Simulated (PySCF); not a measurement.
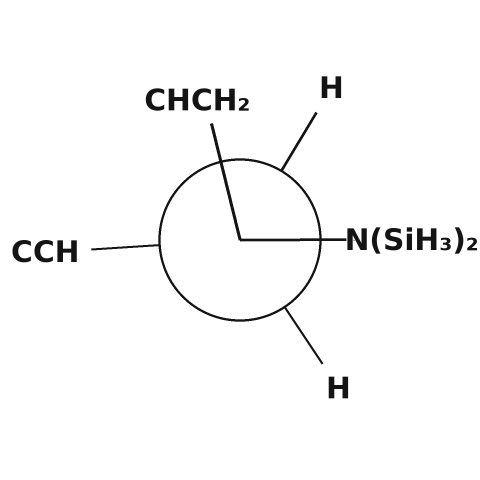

A Newman projection along the P–C bond, phosphorus in front; angles are drawn as computed, but eclipsed bonds slightly apart. Computed geometry: PBE0-D3(BJ)/def2-SVP optimisation. No frequency run is at hand to confirm it as a minimum.

Q: Which molecule is it?

A: C5H12NPSi2, C#CCP(C=C)N([SiH3])[SiH3]

Q: What is the torsion angle from the front N(SiH3)2 to the back CCH? The sign is positive where the front bond must turn clockwise to cover the back bond.

A: 176°, antiperiplanar (anti).
